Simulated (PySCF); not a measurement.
**AlCl2 (SMILES [Cl][Al][Cl]): FCI/STO-3G**

Aim: the energy change on altering one bond length of AlCl2 at FCI/STO-3G, from 2 runs. The job is set up through a Python script.

The results are computed with PySCF 2.14.0.

7 further runs of the same task are left out: 7 set aside as unsound or not needed.

### Step 1. Starting point

The species is AlCl2 (3 atoms), meant as a doublet with charge 0. SMILES: `[Cl][Al][Cl]`. The shape is that of a PBE0-D4/def2-TZVP optimisation.

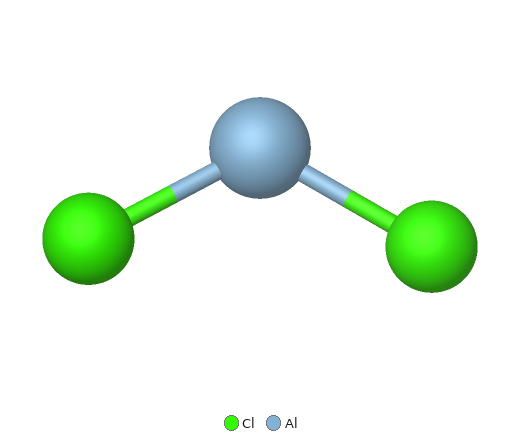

The structure, seen from a chosen angle (chlorine green, aluminium light blue).

### Step 2. The energy at FCI/STO-3G

Input file input.py:

```python
# [Cl][Al][Cl]
from pyscf import gto, scf, mcscf

mol = gto.M(
    atom='''
Cl       1.374800       0.868300       0.838700
Al      -0.432100       0.520700      -0.177200
Cl      -0.953600      -1.453800      -0.674700
''',
    basis='sto-3g',
    verbose=3,
    max_memory=1860,
    spin=1,
)

calc0 = scf.ROHF(mol)
calc0.conv_tol = 1e-10
calc0.kernel()
if not calc0.converged:
    calc0 = calc0.newton().run(calc0.mo_coeff, calc0.mo_occ)

cas = mcscf.CASCI(calc0, calc0.mo_coeff.shape[-1] - 15, (mol.nelec[0] - 15, mol.nelec[1] - 15))  # full CI above the frozen core
cas.fix_spin_(ss=0.75)
cas.kernel()
e_final = cas.e_tot
print('E = %.10f Eh' % e_final)
```

Command:

```sh
$ OMP_NUM_THREADS=1 python input.py
```

The program printed:

```text
converged SCF energy = -1148.31076183896
CASCI E = -1148.33986759984  E(CI) = -48.7089088101302  S^2 = 0.7500000
E = -1148.3398675998 Eh
```

Wall time 2.3 s (1 thread of Arm Neoverse V2, shared host); peak memory 0.14 GiB.

### Step 3. The distorted shape at the same level

Input file input.py:

```python
from pyscf import gto, scf, mcscf

mol = gto.Mole()
mol.atom = [
    ('Cl', (1.479095, 1.263183, 0.938196)),
    ('Al', (-0.327805, 0.915583, -0.077704)),
    ('Cl', (-0.953600, -1.453800, -0.674700)),
]
mol.spin = 1
mol.basis = 'sto-3g'
mol.verbose = 3
mol.max_memory = 1860
mol.build()

mf = scf.ROHF(mol)
mf.conv_tol = 1e-10
mf.kernel()
if not mf.converged:
    mf = mf.newton().run(mf.mo_coeff, mf.mo_occ)

cas = mcscf.CASCI(mf, mf.mo_coeff.shape[-1] - 15, (mol.nelec[0] - 15, mol.nelec[1] - 15))  # full CI above the frozen core
cas.fix_spin_(ss=0.75)
cas.kernel()
e_final = cas.e_tot
print('Final energy', e_final)
```

Command:

```sh
$ OMP_NUM_THREADS=1 python input.py
```

The program printed:

```text
converged SCF energy = -1148.26744452565
CASCI E = -1148.30303711558  E(CI) = -47.1316612060841  S^2 = 0.7500000
Final energy -1148.30303711558
```

It took 2.6 s on 1 thread of Arm Neoverse V2, shared host; peak memory 0.14 GiB.

### Step 4. Outcome

Level: FCI/STO-3G, 15 core orbitals frozen.

| quantity | value |
| --- | --- |
| first shape: total energy | -1148.33987 Eh |
| first shape: dipole moment (Hartree–Fock density) | 4.17 D |
| first shape: correlation energy (15 core orbitals frozen) | -29.1 mEh |
| distorted shape: total energy | -1148.30304 Eh |
| distorted shape: dipole moment (Hartree–Fock density) | 5.37 D |
| distorted shape: correlation energy (15 core orbitals frozen) | -35.6 mEh |
| energy change with the Al2–Cl3 bond stretched from 2.102 to 2.522 Å | 1.002 eV |

What this shows: With the Al2–Cl3 bond stretched from 2.102 to 2.522 Å the energy rises by 1.00 eV (97 kJ/mol). The first shape isn't relaxed at this level, so the change isn't measured from a minimum. The minimal basis adds a large error of its own. Mulliken charges (first shape) of the mean-field density run from -0.49 on Cl3 to +0.98 on Al2. Mulliken charges (distorted shape) of the mean-field density run from -0.54 on Cl3 to +1.00 on Al2; they depend strongly on the basis.
